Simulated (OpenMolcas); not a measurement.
# Ta³⁺ among point charges: CASSCF and CASPT2 levels and susceptibility

Aim: the splitting of the states of Ta³⁺ in the field of 6 point charges, its lowest levels with spin-orbit coupling and its magnetic susceptibility.

Program: OpenMolcas 26.06. Level of theory: state-averaged CASSCF and CASPT2, spin-orbit coupling by RASSI with atomic mean-field integrals. These are calculated values, not measurements, unless marked.

### 1 What is computed

* Species: Ta³⁺ (tantalum, Z = 73, 70 electrons)
* Basis: ANO-RCC-VDZP [7s6p4d2f1g], 68 functions
* Scalar Hamiltonian: DKH2, point nucleus
* Inactive shells: 1s 2s 2p 3s 3p 3d 4s 4p 4d 4f 5s 5p
* Active space: 2 electrons in 5 orbitals (5d)
* Some configurations of this space: 5d²
* Orbitals: optimised for each spin and parity, averaged over all roots

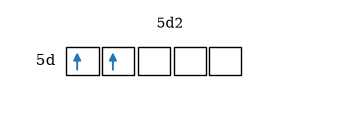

Outer shells as boxes.

The ion sits among 6 point charges of -1.7 e arranged as an octahedron (Oh), 2.37 Å from the ion.

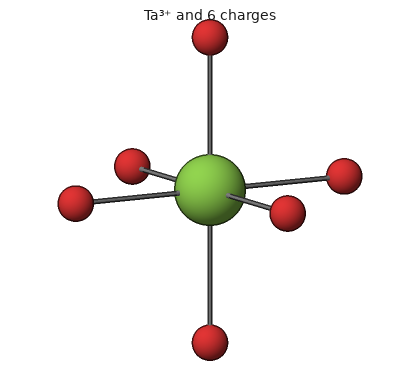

The ion and the point charges (red).

The work runs as a chain of OpenMolcas steps in one folder; each step below is one input file. Labels, J, g values, rates, χT and fits are worked out afterwards by a script from the matrices that RASSI stores. The input lists half of the charges; inversion (Group=XYZ) makes the rest.

### 2 Basis and integrals

Input file a.inp:

```
&GATEWAY
Coord
1

Ta 0.0 0.0 0.0
Basis=ANO-RCC-VDZP
Group=XYZ
NoMove
AngMom=0.0 0.0 0.0
AMFI
XField
3 Angstrom 0
2.370000 0.000000 0.000000 -1.700000
0.000000 2.370000 0.000000 -1.700000
0.000000 0.000000 2.370000 -1.700000
&SEWARD
```

The run is started by

```console
OMP_NUM_THREADS=1 MOLCAS_MEM=1689 MOLCAS_PROJECT=a pymolcas a.inp > a.log
```

### 3 Reference wave functions, triplets of even parity, 10 roots

Input file a.inp:

```
&RASSCF
FileOrb=start.orb
Symmetry=1
Spin=3
nActEl=2 0 0
Inactive=15 19
Ras2=5 0
CIRoot=10 10 1
SDav=10
CIMx=300
Iter=120 100
PrWF=0.3
OrbListing=Nothing
MaxOrb=0
>>> COPY $Project.JobIph JOB001
```

start.orb holds the contracted functions of the basis, ordered by shell, or the orbitals of the step before.

### 4 CASSCF: singlets of even parity, 15 roots

Input file a.inp:

```
&RASSCF
FileOrb=start.orb
Symmetry=1
Spin=1
nActEl=2 0 0
Inactive=15 19
Ras2=5 0
CIRoot=15 15 1
SDav=15
CIMx=300
Iter=120 100
PrWF=0.3
OrbListing=Nothing
MaxOrb=0
>>> COPY $Project.JobIph JOB002
```

### 5 State interaction with spin-orbit coupling

Input file a.inp:

```
&RASSI
NrOfJobIphs=2 10 15
1 2 3 4 5 6 7 8 9 10
1 2 3 4 5 6 7 8 9 10 11 12 13 14 15
IphNames
JOB001
JOB002
EJob
SpinOrbit
DIPRint=1.0
SOCoupling=1000.0
Subsets=2
Property=9
'ANGMOM' 1 'ANGMOM' 2 'ANGMOM' 3 'MLTPL  1' 1 'MLTPL  1' 2 'MLTPL  1' 3
'AMFI' 1 'AMFI' 2 'AMFI' 3
SOProperty=3
'ANGMOM' 1 'ANGMOM' 2 'ANGMOM' 3
```

### 6 CASPT2: IPEA 0.25, imaginary shift 0.1 (closed shells correlated: 4f 5s 5p)

Input file a.inp:

```
>>> COPY JOB001 $Project.JobIph
&CASPT2
Multistate=10 1 2 3 4 5 6 7 8 9 10
NoMult
Frozen=14 9
IPEA=0.25
Imaginary=0.1
MaxIter=60
WThr=0.0 0.3 0.05
PrWF=0.5
NoMix
>>> COPY JOB002 $Project.JobIph
&CASPT2
Multistate=15 1 2 3 4 5 6 7 8 9 10 11 12 13 14 15
NoMult
Frozen=14 9
IPEA=0.25
Imaginary=0.1
MaxIter=60
WThr=0.0 0.3 0.05
PrWF=0.5
NoMix
```

(Steps that only read results are left out.)

What does the calculation give? Wanted: spin-free ground state; first state of the same spin within the active space; lowest level; next level.

**Answer**, as computed:

```
                                            quantity                                                                           value
                                              method  SS-CASPT2, IPEA 0.25, imaginary shift 0.1 (closed shells correlated: 4f 5s 5p)
                              spin-free ground state                                                 3T1, 3-fold in its orbital part
first state of the same spin within the active space                                                                3T2 at 9330 cm⁻¹
                                        lowest level                                                  2-fold E, g = 0.00, 0.00, 0.00
                                          next level                                                                      631.1 cm⁻¹
                                         χT at 300 K                                                                  0.07 cm³ K/mol
                           effective moment at 300 K                                                                         0.75 μB
```

Cost by method:

```
                                                 method  time of its own steps  time with the reference
                                              A. CASSCF                  5.4 s                    5.4 s
B. SS-CASPT2, IPEA 0.25, imaginary shift 0.1, +4f 5s 5p                  3.6 s                    9.1 s
```

Times are of one thread on a shared host.

What this shows: The spin-free ground state (3T1) comes to 94 % from free-ion F terms and keeps the highest spin of the shell. χT at 300 K is 0.07, against 1.00 cm³ K/mol for the spin alone, so spin-orbit coupling lowers it. A ligand-field fit to the states below 45000 cm-1 gives 10Dq = 10982 cm-1, B = 610 cm-1 and C = 2336 cm-1 (C/B = 3.83), with a deviation of 353 cm-1. CASPT2 does not keep the components of a term degenerate, and the means are used. The field of point charges can differ much from that of real complexes. This is an electrostatic model: the charges have no orbitals.
